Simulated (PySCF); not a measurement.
# C2HF5, SMILES `FC(F)(F)C(F)F`: electronic structure

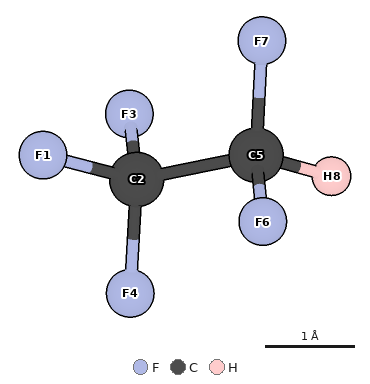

The molecule, with its atoms numbered as below. No frequency check shows the geometry to be a minimum.

Geometry (Å), atoms numbered from 1:

```
F1       0.7764    0.0007    1.3123
C2       0.6175    0.0000   -0.0034
F3       1.2340   -1.0760   -0.4958
F4       1.2345    1.0752   -0.4969
C5      -0.8724   -0.0007   -0.4281
F6      -1.4838    1.0854    0.0683
F7      -1.4844   -1.0844    0.0693
H8      -0.9610   -0.0043   -1.5261
```

Part 1: Bonding charge

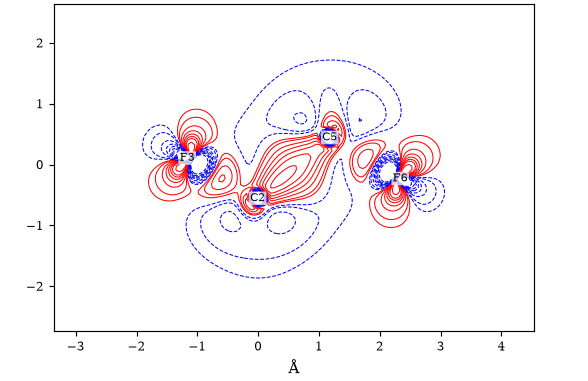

Deformation density (molecule less spherical, spin-averaged free atoms) in the plane of C2, F3, C5 and F6; contours at ±0.05 to ±0.8 e/Å³; solid red lines: gain, dashed blue lines: loss.

Level of theory: PBE/def2-SVPD (PySCF), at a geometry from GFN2-xTB.

> Describe the bonding that the map shows.

C2–C5: +0.61 e/Å³ at the bond critical point (bond length 1.55 Å). C2–F3: +0.14 e/Å³ at the bond critical point (bond length 1.33 Å). C5–F6: +0.07 e/Å³ at the bond critical point (bond length 1.34 Å); up to 0.6 Å beside the axis the gain reaches +0.27 e/Å³. In all, 1.7 electrons gather in the regions of gain relative to the promolecule. A small or negative value marks a very polar bond, one between electron-rich atoms, whose free-atom densities already overlap strongly, a long bond to a heavier atom, or a closed-shell contact such as a hydrogen bond.

> Where do the Hirshfeld charges lie?

The highest Hirshfeld charge is on C2 (+0.24 e), the lowest on F6 and F7 (−0.09 e).

```csv
atom,charge (e)
F1,−0.08
C2,+0.24
F3,−0.09
F4,−0.09
C5,+0.13
F6,−0.09
F7,−0.09
H8,+0.06
```

Part 2: Bond critical points

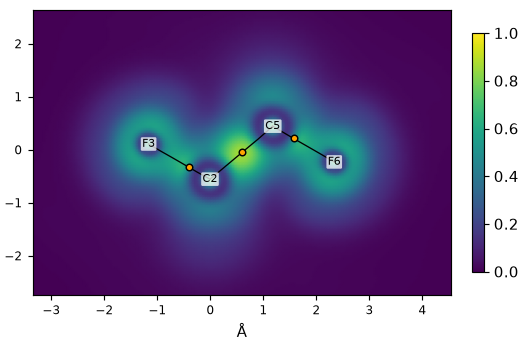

Localised orbital locator (LOL) in the plane of C2, F3, C5 and F6, with bond paths and bond critical points (dots).

> What values does LOL take at the bond critical points in this plane?

C2–C5: about 0.86; C2–F3: about 0.49; C5–F6: about 0.47. Values above 0.5 mark slow, localised electrons, as in shared pairs; low values at a critical point mark a polar or closed-shell contact whose critical point lies between the shells.

> Where along C5–F6 does the critical point lie?

0.46 Å from C5 and 0.88 Å from F6.

Part 3: Electrostatic potential

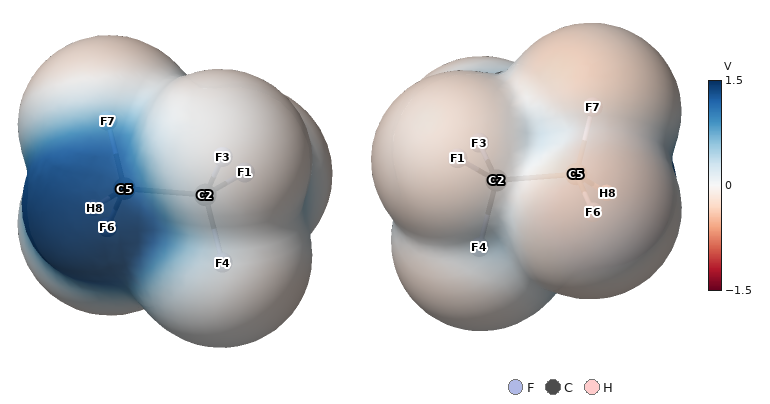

Electrostatic potential on the surface of electron density 0.001 a.u. (back view left, front view right).

> Where are the extremes of the potential on the surface?

Highest: 1.43 V, 1.3 Å from H8. Further maxima include 0.56 V, over the middle of F1, C2, F3 and F4, about 1.8 Å from them; 0.39 V, over the middle of F1, C2, F4 and F6, about 1.9 Å from them, and at like points elsewhere. Lowest: −0.31 V, 1.6 Å from F7, and at like points elsewhere. Further minima include −0.20 V, 1.6 Å from F1, and at like points elsewhere; −0.17 V, 1.6 Å from F4. The surface is sampled at points, so like sites can differ by a few per cent and only the strongest of them is named.

> What volume does the surface enclose, and what is the dipole moment?

About 91 Å³; the dipole moment is 1.4 D.

Part 4: Removing or adding an electron

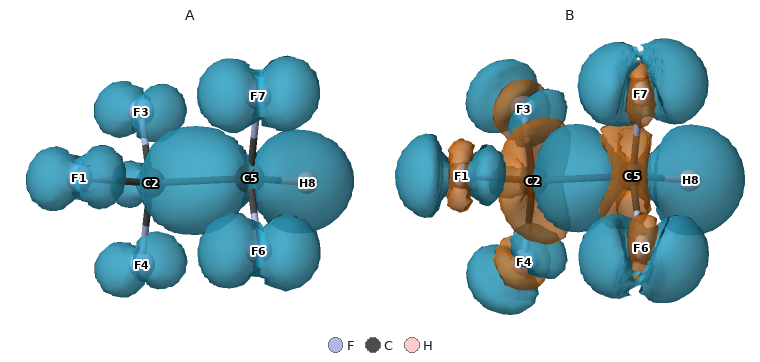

The Fukui function f⁻ from two separate SCF calculations and the density of the HOMO, at ±0.03 e/Å³ (light blue positive, orange negative).

Method: HF/def2-SVPD; geometry: GFN2-xTB; program: PySCF.

> Which panel is which, and how good is the frozen-orbital picture?

B is f⁻ (it has negative regions), A the HOMO density. The HOMO lies on C5 (23 %), C2 (16 %) and F6 and F7 (15 % each); f⁻ (Hirshfeld-condensed) is largest on F6 and F7 (0.16 each), H8 (0.14) and C5 (0.14); the vertical ionisation energy is 14.24 eV (the stability of the cation's solution wasn't checked). Relaxation shifts 15 % of the electron between atoms. The orbital energy is −15.44 eV.

Part 5: Localised orbitals

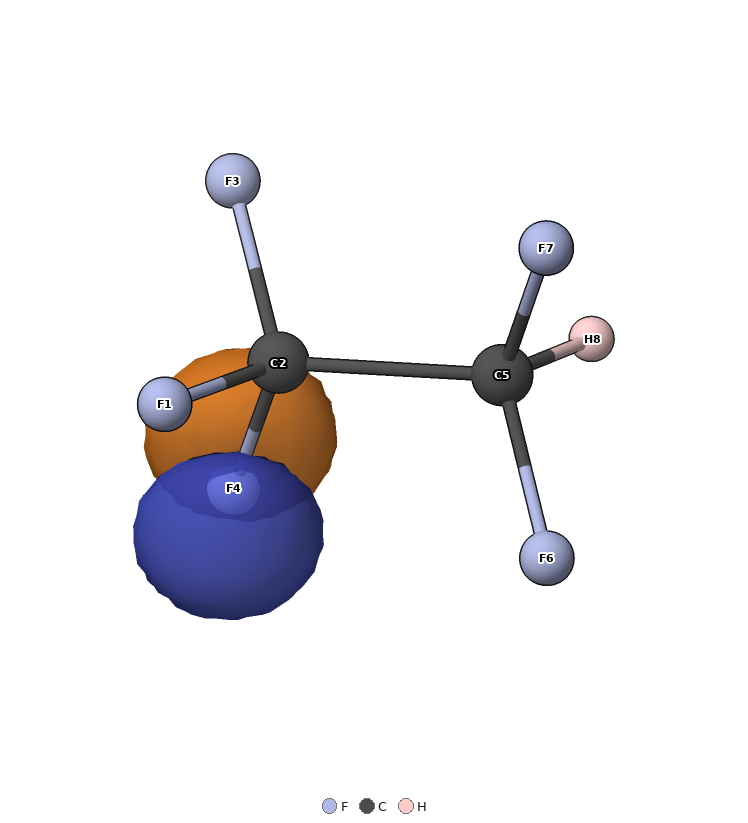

Intrinsic bond orbitals (IBO), occupied; each surface holds about 80 % of the orbital's density. Energies are diagonal elements of the Fock matrix.

Method: LDA (SVWN)/aug-cc-pVDZ; geometry: GFN2-xTB; program: PySCF.

> What does this orbital represent?

Lone pair on F4 (p-type) (F4 96 %, C2 3 %; −11.8 eV).

Part 6: Stretching a bond

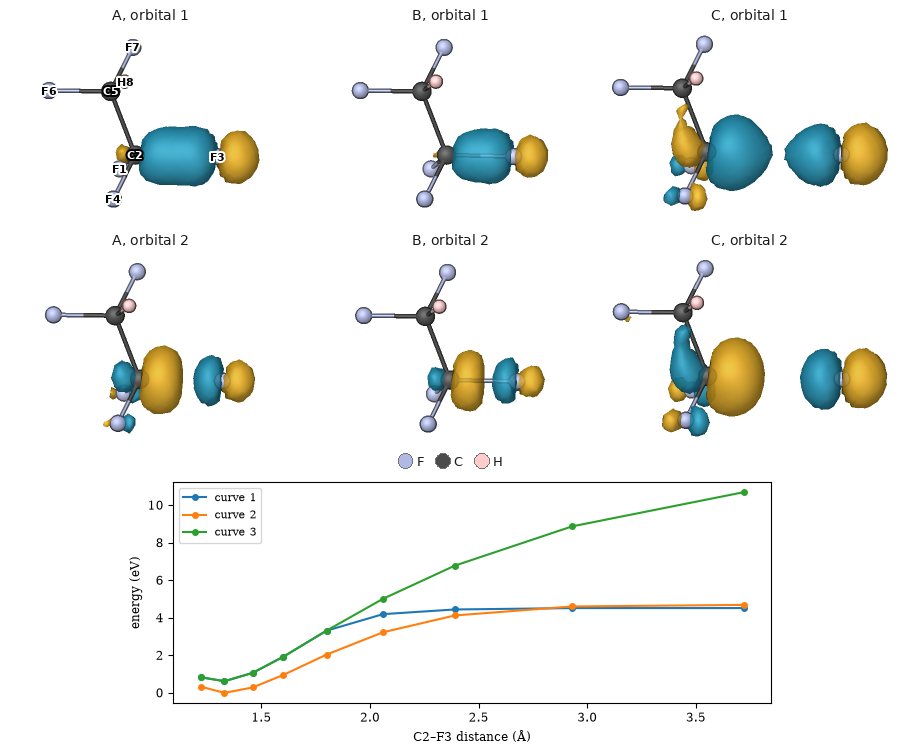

Rigid stretch of the C2–F3 bond. The two CASSCF(2,2) natural orbitals nearest half filling (orbital 1 the more occupied). Below: energies along the scan, from the lowest point of the three curves.

Computed with PySCF, def2-SVP basis, geometry: GFN2-xTB.

> The columns are at 1.46, 1.80 and 2.93 Å, in some order. Assign them, and give the occupations.

A: 1.80 Å, occupations 1.90 and 0.10. B: 1.46 Å, occupations 1.97 and 0.03. C: 2.93 Å, occupations 1.24 and 0.76.

> Which curve is which method?

Curve 1 is UHF. Curve 2 is CASSCF(2,2). Curve 3 is RHF. RHF rises too steeply because it keeps both electrons in one orbital and so mixes in ionic fragments.

> Where does the UHF solution part from RHF?

Between 1.60 Å (⟨S²⟩ = 0, the two coincide) and 1.80 Å (⟨S²⟩ = 0.06); at 3.72 Å ⟨S²⟩ is 1.01 and UHF lies 6.2 eV below RHF.

> How much energy does the stretch cost?

By CASSCF, 4.7 eV from the lowest point of the scan (1.33 Å) to 3.72 Å; RHF gives 10.1 eV from its own lowest point. The fragments aren't relaxed and dynamic correlation is missing, so this isn't a bond dissociation energy.
